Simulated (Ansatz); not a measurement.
WS

```
W S
1.0
     3.12362    0.00000    0.00000
     0.00000    3.12362    0.00000
     0.00000    0.00000    3.12362
W S
1 1
Direct
  0.00000 0.00000 0.00000
  0.50000 0.50000 0.50000
```

Space group Pm-3m; started from the CsCl (B2) prototype, which need not be the ambient phase; computed pressure about 39 GPa in this cell; Hubbard U of 6.2 eV on W d only; spin-polarised.

Level of theory: DFT r2SCAN+U, scalar-relativistic, plane waves, PAW (Ansatz 0.2.0).

In a PAW calculation such maps are meaningful between the atoms, not at the nuclei.

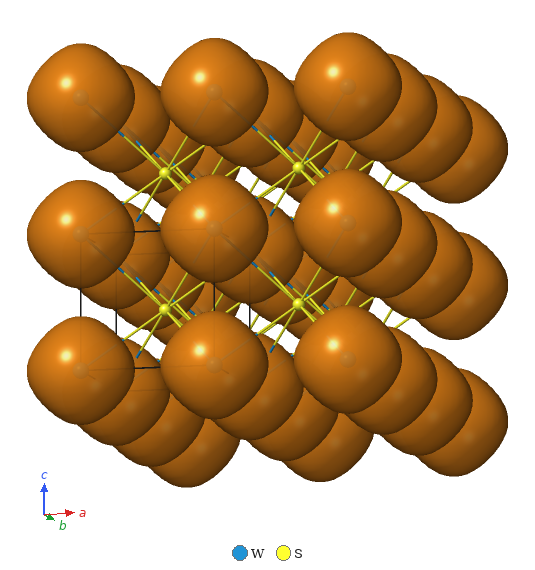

Figure 1. Isosurface of the magnetisation density (up minus down) at +0.2 e/Å³ (orange), seen at an oblique angle. Sticks mark near contacts.

Question: Which atoms carry the moments, and with what signs?

Answer: The spin density sits on W: +3.0 μB in one cell of 2 atoms, with smaller moments on other sites: S (up to −0.15 μB): parallel main moments, as they must be, since the calculation's own cell holds one magnetic site. The cell of the calculation (2 atoms) carries 3.9 μB of net spin moment.

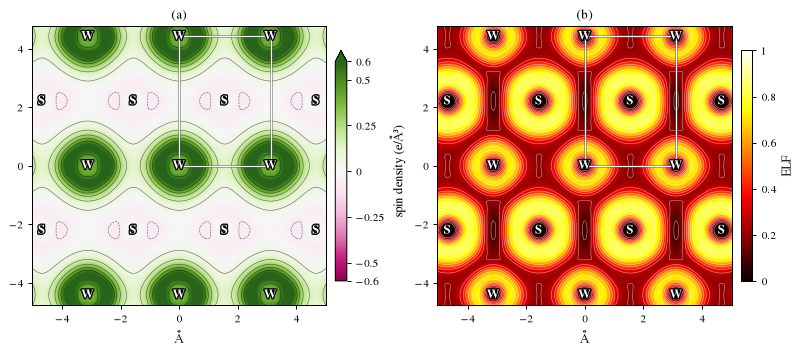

Figure 2. (a) spin density (up minus down); (b) ELF on the (011̄) plane of the conventional cell.

Question: What do the fields say about this system?

Answer:
- Atoms in the plane: W and S.
- W–S (2.71 Å): the ELF peaks at about 0.85 in the valence shell of S, 0.8 Å from its nucleus, and is about 0.35 at the midpoint.
- The features right at W lie inside the PAW spheres, where the map follows smoothed inner orbitals and isn't to be read closely.

Question: Does the calculation make it a metal, or give it a gap?

Answer: It is metallic or semimetallic at this level of theory: no gap opens; semilocal functionals without U, or without the true magnetic order, often close the gap of such compounds.
